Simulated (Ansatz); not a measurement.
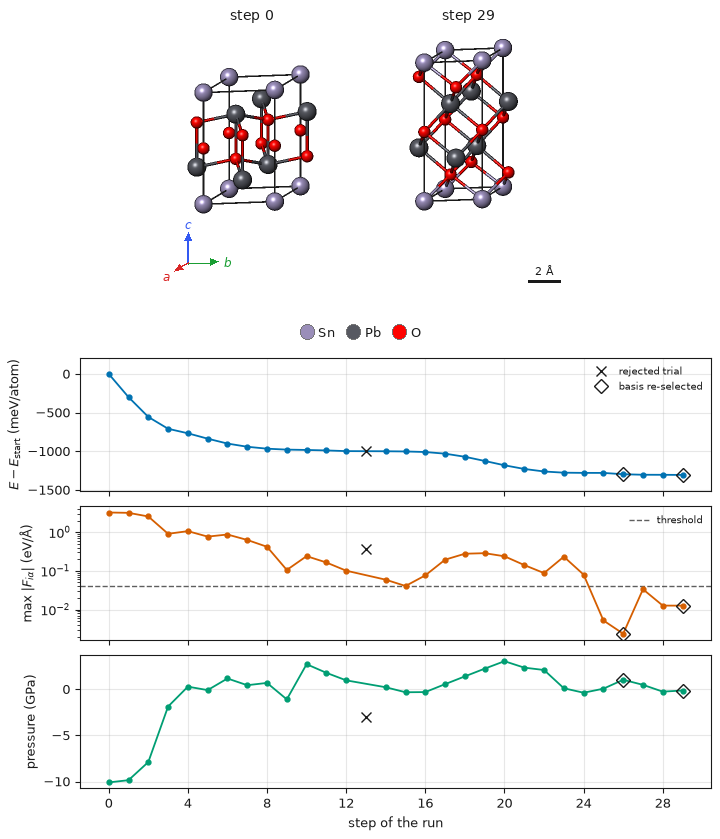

First and last geometry of a relaxation of a crystal of SnPb₂O₃ (a generated structure, set up in P-3m1) (coarse preliminary run), with the history of the run. The picture is a ball-and-stick view of the cell of the calculation, seen slightly off an axis.

All numbers below come from Ansatz 0.2.0, DFT PBE, scalar-relativistic, plane waves, PAW.

The input:
```yaml
crystal:
  lattice:
    - [4.56088595, 0.0, 0.0]
    - [-2.28044298, 3.9498431, 0.0]
    - [0.0, 0.0, 7.23718292]
  atoms:
    - { symbol: Sn, position: [0.0, 0.0, 0.0] }
    - { symbol: Pb, position: [0.33333333, 0.66666667, 0.24792001] }
    - { symbol: Pb, position: [0.66666667, 0.33333333, 0.75207999] }
    - { symbol: O, position: [0.33333333, 0.66666667, 0.648] }
    - { symbol: O, position: [0.66666667, 0.33333333, 0.352] }
    - { symbol: O, position: [0.0, 0.0, 0.5] }
basis:
  ecutwfc: 420
kpoints:
  mp_grid: { grid: [6, 6, 4] }
hamiltonian:
  xc: pbe
scf:
  occupations: { method: gaussian, width: 0.1 }
  lower_state_search: "off"
output:
  forces: true
  stress: true
  eigenvalues: true
relax:
  adjacent_minimum: "off"
  f_tol: 0.04
  max_steps: 70
  cell: { stress_tol: 0.4 }
```

Run as
```bash
ansatz run input.yaml --threads 1 --pin off --max-ram 2560MiB --backend cpu --events-out ev --progress --plain --runs-dir out
```

> Read the history and describe the run.

It converged. The largest moves relative to the cell, 1.75 Å, are those of O4 and O5. O5 goes along −c. Largest moves by element: O 1.75 Å, Pb 0.75 Å. Sn stays in place. The drawn cell changes as follows: a = b 4.561 → 3.697 Å (−18.9 %), c 7.237 → 8.989 Å (+24.2 %); the volume changes by −18.4 %. Among the contacts that change: Pb2–O4 2.895 → 4.597 Å, Sn1–O4 3.664 → 2.563 Å, Pb2–O6 3.203 → 2.621 Å, Pb2–O5 2.739 → 2.641 Å. The space group stays P-3m1 (No. 164). The energy falls by 1306 meV per atom in 26 accepted moves (29 points after the start). Largest force component: 3.2 eV/Å at the start, 0.013 eV/Å at the end. The pressure goes from −10.10 to −0.14 GPa. The line search rejected the trial step at point 13 of the run. At 2 points the geometry stayed and the basis and grid were re-selected for the new cell (energy shift of 17.1 meV per atom at most each time).
